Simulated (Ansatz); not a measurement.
# SnNH2F (SMILES [NH2][Sn][F]): r2SCAN/def2-SVP (core potential)

Aim: the energy change on altering one bond length of SnNH2F at r2SCAN/def2-SVP (core potential), from 2 runs. 

The calculation is run with Ansatz 0.2.0.

69 further runs of the same task are left out: 69 set aside as unsound or not needed.

### Step 1. The molecule

SnNH2F has 5 atoms, charge 0, and is taken as a singlet. As SMILES, `[NH2][Sn][F]`. The coordinates come from a PBE0-D4/def2-TZVP relaxation. This is one conformer, not always the lowest.

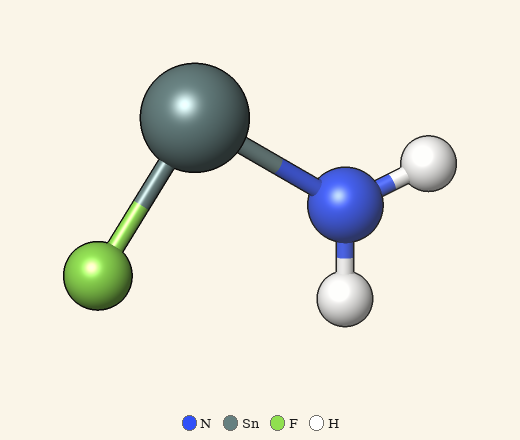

The structure, seen from a chosen angle (nitrogen blue, tin teal, fluorine green, hydrogen white).

### Step 2. The energy at r2SCAN/def2-SVP (core potential)

in.yaml reads:

```yaml
crystal:
  periodic: [false, false, false]
  atoms:
    - {symbol: N, position_ang: [-0.302900, 0.495500, -0.393300]}
    - {symbol: Sn, position_ang: [0.338900, -0.053700, 1.423200]}
    - {symbol: F, position_ang: [0.966900, -1.775900, 0.754300]}
    - {symbol: H, position_ang: [-0.746800, 1.369300, -0.629100]}
    - {symbol: H, position_ang: [-0.206200, -0.108900, -1.196600]}
basis:
  gaussian:
    orbitals: def2-SVP
hamiltonian:
  xc: {name: r2SCAN}
accuracy: high
output: {orbitals: {seedname: orbitals}}
```

The run is started by

```console
ansatz run in.yaml --threads 1 --pin off --max-ram 3480MiB --events-out events.jsonl --progress --plain --runs-dir runs
```

Standard output:

```text
Warning: RAYON_NUM_THREADS=1 ignored (pool sized by the plan → 1); use --threads N
Functional definition: r2SCAN
  name "r2SCAN"
  parameter k0 = 0.174
  parameter k1 = 0.065
  parameter a1 = 4.9479
  exchange = r2scan_x(k0 = k0, k1 = k1, a1 = a1)
  correlation = r2scan_c
1479 factors; integrals over basis functions are off by at most 3.2e-9 eV
mean field evaluation 1: about -10059.0580 eV, gradient 7.0e1 eV
mean field evaluation 2: about -9997.6538 eV, gradient 1.5e2 eV
mean field evaluation 4: about -10067.9293 eV, gradient 2.2e1 eV
mean field evaluation 8: about -10069.0127 eV, gradient 7.6e-1 eV
mean field evaluation 16: about -10069.0141 eV, gradient 2.5e-5 eV
mean field -10069.01405320 eV, -370.0294414321 hartree, gradient 2.3e-8 eV, S^2 0.000000; 0 other end points of the search recorded, 0 dependent functions left out
reference -10069.01405388 eV, -370.0294414574 hartree; 20, 20 occupied and 44, 44 virtual orbitals, 1479 factors
Total energy: -10069.01405388 eV, -370.0294414574 hartree
```

Wall time 8.7 s (1 thread of Arm Neoverse V1, shared host); peak memory 0.21 GiB.

### Step 3. The distorted shape at the same level

input.yaml reads:

```yaml
crystal:
  periodic: [false, false, false]
  atoms:
    - {symbol: "N", position_ang: [0.052220, -0.203541, -0.204660]}
    - {symbol: Sn, position_ang: [0.694020, -0.752741, 1.611840]}
    - {symbol: F, position_ang: [1.322020, -2.474941, 0.942940]}
    - {symbol: H, position_ang: [-0.746800, 1.369300, -0.629100]}
    - {symbol: H, position_ang: [0.148920, -0.807941, -1.007960]}
basis:
  gaussian:
    orbitals: def2-SVP
hamiltonian:
  xc: {name: r2SCAN}
output: {orbitals: {seedname: orbitals}}
accuracy: high
```

The run is started by

```console
ansatz run input.yaml --threads 1 --pin off --max-ram 3480MiB --events-out events.jsonl --progress --plain --runs-dir runs
```

Standard output, cut to the lines that bear on the results:

```text
Warning: RAYON_NUM_THREADS=1 ignored (pool sized by the plan → 1); use --threads N
[... 7 set-up lines as earlier in the session ...]
1480 factors; integrals over basis functions are off by at most 3.6e-9 eV
mean field evaluation 1: about -10052.0516 eV, gradient 7.5e1 eV
mean field evaluation 2: about -9966.1615 eV, gradient 1.6e2 eV
mean field evaluation 4: about -10062.0491 eV, gradient 3.2e1 eV
mean field evaluation 8: about -10065.2332 eV, gradient 3.9e-1 eV
mean field evaluation 16: about -10065.2333 eV, gradient 1.1e-4 eV
mean field -10065.23325748 eV, -369.8904997521 hartree, gradient 2.8e-8 eV, S^2 0.000000; 0 other end points of the search recorded, 0 dependent functions left out
reference -10065.23325819 eV, -369.8904997784 hartree; 20, 20 occupied and 44, 44 virtual orbitals, 1480 factors
Total energy: -10065.23325819 eV, -369.8904997784 hartree
```

Run time: 9.6 s. Hardware: 1 thread of Arm Neoverse V1, shared host; peak memory 0.21 GiB.

### Step 4. What came out

At r2SCAN/def2-SVP (core potential):

| quantity | value |
| --- | --- |
| first shape: total energy | -370.02944 Eh |
| first shape: HOMO energy | -6.37 eV |
| first shape: LUMO energy | -2.25 eV |
| first shape: HOMO–LUMO gap | 4.11 eV |
| distorted shape: total energy | -369.89050 Eh |
| distorted shape: HOMO energy | -6.27 eV |
| distorted shape: LUMO energy | -3.78 eV |
| distorted shape: HOMO–LUMO gap | 2.49 eV |
| energy change with the N1–H4 bond stretched from 1.008 to 1.815 Å | 3.781 eV |

**Reading.** One bond (distorted shape) is far stretched, which a spin-restricted single reference describes badly; a broken-symmetry solution may lie lower. With the N1–H4 bond stretched from 1.008 to 1.815 Å the energy rises by 3.78 eV (87 kcal/mol). The first shape isn't relaxed at this level, so the change isn't measured from a minimum. A restricted reference can't describe the breaking bond well at this length.
